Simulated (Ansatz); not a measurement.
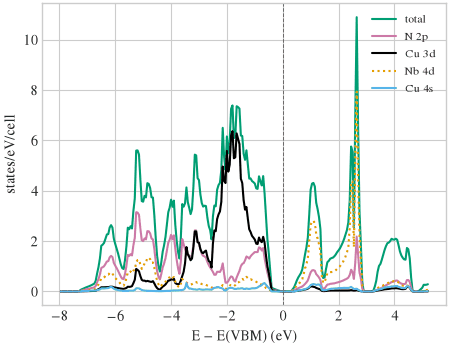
Fig. 1. Total and projected density of states of NbCuN$_{2}$ in space group R-3m (No. 166; Nb on 3b, Cu on 3a, N on 6c), the program Ansatz at the PBE level (PAW)

Problem. Which orbitals carry the states next to the gap?

Solution. Top 1 eV of the valence band: Cu 3d 47 %, N 2p 38 %, Nb 4d 7 %, Cu 4s 6 %. Bottom 1 eV of the conduction band: Nb 4d 63 %, N 2p 20 %, Cu 4s 7 %. Projections are on Löwdin-orthogonalised atomic valence shells; empty p or d shells of many metals are not among them.

Problem. Where is the tallest occupied peak in this window, and what makes it?

Solution. Near -1.8 eV, about 7.4 states/eV per cell; the largest projected share is Cu 3d.

The start of the workflow was typed in or built on a structure type; neither database checked (COD, Materials Project) lists it. Whether it is the stable phase at ambient conditions was not checked. The PBE relaxation kept the symmetry of its start; whether a distortion lowers the energy is not shown. The workflow began spin-polarised and lost its moments. Scalar-relativistic: spin–orbit coupling is off unless named, which matters more the heavier the elements.

Potentials: the later of the program's two PAW sets.
